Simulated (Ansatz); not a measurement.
**CH4SSi: interaction energy of a dimer with the counterpoise correction in Python**

How strongly do two molecules of CH4SSi bind, and how much of that is basis error? A script is to give the interaction energy of a dimer with the counterpoise correction; the system is CH4SSi. SMILES: C[Si]S.

Program: Ansatz 0.2.0, driven from Python. Level of theory: MP2/def2-SVP. These are calculated values, not measurements.

## 1. The system

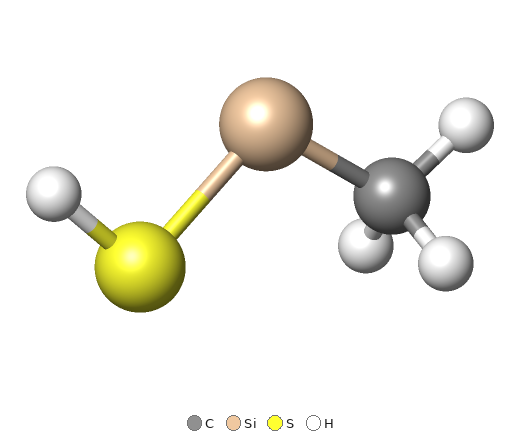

The starting structure, viewed from a chosen angle; carbon grey, silicon light orange, sulfur yellow, hydrogen white.

The script holds or builds the structure itself.

## 2. The script

File run_dimer.py:

```python
"""Interaction energy of two CH4SSi molecules, with the counterpoise correction."""

import ansatz

FIRST = [
    ("C", (-0.8688, 0.6167, -0.2348)),
    ("Si", (0.2933, -0.0457, 0.9472)),
    ("S", (1.6148, -1.3325, -0.1234)),
    ("H", (-1.4248, -0.1144, -0.7408)),
    ("H", (-0.4166, 1.2361, -1.0459)),
    ("H", (-1.6243, 1.343, 0.2573)),
    ("H", (2.4267, -1.7033, 0.9401)),
]
SECOND = [
    ("C", (-2.4424, -1.019, 2.5295)),
    ("Si", (-3.4278, 0.3459, 3.1231)),
    ("S", (-5.0234, 0.6202, 1.7349)),
    ("H", (-2.0496, -0.874, 1.568)),
    ("H", (-2.9773, -1.9969, 2.4691)),
    ("H", (-1.5523, -1.2517, 3.2324)),
    ("H", (-5.6618, 1.6711, 2.3799)),
]

def energy(atoms, ghosts=()):
    molecule = ansatz.Crystal.molecule()
    for symbol, xyz in atoms:
        molecule = molecule.atom(symbol, xyz)
    calc = (
        molecule.calculation()
        .basis(gaussian="def2-SVP")
        .correlation("mp2")
        .scf(lower_state_search="light")
    )
    deck = calc.input()
    if ghosts:
        deck = deck.set(ansatz.key.basis.gaussian.ghost_atoms, [{"symbol": s, "position_ang": list(xyz)} for s, xyz in ghosts])
    return ansatz.Session.from_dict(deck).plan().execute().report["free_energy_ev"]

# ghost atoms carry the functions of the partner
both = energy(FIRST + SECOND)
alone = energy(FIRST) + energy(SECOND)
ghosted = energy(FIRST, SECOND) + energy(SECOND, FIRST)
print(f"dimer {both:.6f} eV")
print(f"interaction, uncorrected   {23.060548 * (both - alone):8.3f} kcal/mol")
print(f"interaction, counterpoise  {23.060548 * (both - ghosted):8.3f} kcal/mol")
print(f"basis-set superposition    {23.060548 * (alone - ghosted):8.3f} kcal/mol")
```

## 3. The calls as engine input

The package turns the script's settings into the engine's input (first run):

```yaml
crystal:
  periodic: [false, false, false]
  atoms:
    - { symbol: C, position_ang: [-0.8688, 0.6167, -0.2348] }
    - { symbol: Si, position_ang: [0.2933, -0.0457, 0.9472] }
    - { symbol: S, position_ang: [1.6148, -1.3325, -0.1234] }
    - { symbol: H, position_ang: [-1.4248, -0.1144, -0.7408] }
    - { symbol: H, position_ang: [-0.4166, 1.2361, -1.0459] }
    - { symbol: H, position_ang: [-1.6243, 1.343, 0.2573] }
    - { symbol: H, position_ang: [2.4267, -1.7033, 0.9401] }
    - { symbol: C, position_ang: [-2.4424, -1.019, 2.5295] }
    - { symbol: Si, position_ang: [-3.4278, 0.3459, 3.1231] }
    - { symbol: S, position_ang: [-5.0234, 0.6202, 1.7349] }
    - { symbol: H, position_ang: [-2.0496, -0.874, 1.568] }
    - { symbol: H, position_ang: [-2.9773, -1.9969, 2.4691] }
    - { symbol: H, position_ang: [-1.5523, -1.2517, 3.2324] }
    - { symbol: H, position_ang: [-5.6618, 1.6711, 2.3799] }
basis:
  gaussian:
    orbitals: def2-SVP
correlation:
  method: mp2
scf:
  lower_state_search: light
```

## 4. Launch

Run with:

```
> python run_dimer.py
```

The log of the run:

```text
dimer -39551.767306 eV
interaction, uncorrected      0.914 kcal/mol
interaction, counterpoise     3.027 kcal/mol
basis-set superposition       2.113 kcal/mol
```

It took 17 s on 1 thread of Arm Neoverse V1, shared host; peak memory 0.41 GiB.

## 5. Inputs of later runs

The engine's inputs for some of the other runs:

Run 3, against run 1:

```diff
@@ -4,7 +3,0 @@
-    - { symbol: C, position_ang: [-0.8688, 0.6167, -0.2348] }
-    - { symbol: Si, position_ang: [0.2933, -0.0457, 0.9472] }
-    - { symbol: S, position_ang: [1.6148, -1.3325, -0.1234] }
-    - { symbol: H, position_ang: [-1.4248, -0.1144, -0.7408] }
-    - { symbol: H, position_ang: [-0.4166, 1.2361, -1.0459] }
-    - { symbol: H, position_ang: [-1.6243, 1.343, 0.2573] }
-    - { symbol: H, position_ang: [2.4267, -1.7033, 0.9401] }
```

Run 4, against run 1:

```diff
@@ -11,7 +10,0 @@
-    - { symbol: C, position_ang: [-2.4424, -1.019, 2.5295] }
-    - { symbol: Si, position_ang: [-3.4278, 0.3459, 3.1231] }
-    - { symbol: S, position_ang: [-5.0234, 0.6202, 1.7349] }
-    - { symbol: H, position_ang: [-2.0496, -0.874, 1.568] }
-    - { symbol: H, position_ang: [-2.9773, -1.9969, 2.4691] }
-    - { symbol: H, position_ang: [-1.5523, -1.2517, 3.2324] }
-    - { symbol: H, position_ang: [-5.6618, 1.6711, 2.3799] }
@@ -20,0 +14,8 @@
+    ghost_atoms:
+      - { symbol: C, position_ang: [-2.4424, -1.019, 2.5295] }
+      - { symbol: Si, position_ang: [-3.4278, 0.3459, 3.1231] }
+      - { symbol: S, position_ang: [-5.0234, 0.6202, 1.7349] }
+      - { symbol: H, position_ang: [-2.0496, -0.874, 1.568] }
+      - { symbol: H, position_ang: [-2.9773, -1.9969, 2.4691] }
+      - { symbol: H, position_ang: [-1.5523, -1.2517, 3.2324] }
+      - { symbol: H, position_ang: [-5.6618, 1.6711, 2.3799] }
```

Run 5, against run 1:

```diff
@@ -4,7 +3,0 @@
-    - { symbol: C, position_ang: [-0.8688, 0.6167, -0.2348] }
-    - { symbol: Si, position_ang: [0.2933, -0.0457, 0.9472] }
-    - { symbol: S, position_ang: [1.6148, -1.3325, -0.1234] }
-    - { symbol: H, position_ang: [-1.4248, -0.1144, -0.7408] }
-    - { symbol: H, position_ang: [-0.4166, 1.2361, -1.0459] }
-    - { symbol: H, position_ang: [-1.6243, 1.343, 0.2573] }
-    - { symbol: H, position_ang: [2.4267, -1.7033, 0.9401] }
@@ -20,0 +14,8 @@
+    ghost_atoms:
+      - { symbol: C, position_ang: [-0.8688, 0.6167, -0.2348] }
+      - { symbol: Si, position_ang: [0.2933, -0.0457, 0.9472] }
+      - { symbol: S, position_ang: [1.6148, -1.3325, -0.1234] }
+      - { symbol: H, position_ang: [-1.4248, -0.1144, -0.7408] }
+      - { symbol: H, position_ang: [-0.4166, 1.2361, -1.0459] }
+      - { symbol: H, position_ang: [-1.6243, 1.343, 0.2573] }
+      - { symbol: H, position_ang: [2.4267, -1.7033, 0.9401] }
```

## 6. Run by run

One row for each of the 5 runs:

| run | system | ghost atoms | energy (eV) | iterations in all | CPU time (s) |
| --- | --- | --- | --- | --- | --- |
| 1 | C2H8S2Si2 | not set | -39551.7673 | 21 | 9.2 |
| 2 | CH4SSi | not set | -19775.9035 | 15 | 0.69 |
| 3 | CH4SSi | not set | -19775.9034 | 15 | 0.67 |
| 4 | CH4SSi | a list of 7 | -19775.9544 | 16 | 3 |
| 5 | CH4SSi | a list of 7 | -19775.9442 | 16 | 2.9 |

Totals carry meaning only in balanced differences at one level of theory.

## 7. Summary of results

```
                        quantity           value
 interaction energy, uncorrected  0.914 kcal/mol
interaction energy, counterpoise  3.027 kcal/mol
                   runs compared               5
```

The pair is unbound at this geometry and level. Uncorrected it is 0.914 kcal/mol, with the counterpoise correction 3.027 kcal/mol; the difference, 2.11 kcal/mol, is the superposition error. The pose is repulsive. The dimer is a generated trial pose of unrelaxed monomers, not a minimum, so the figure is no binding energy, and the basis set is small.
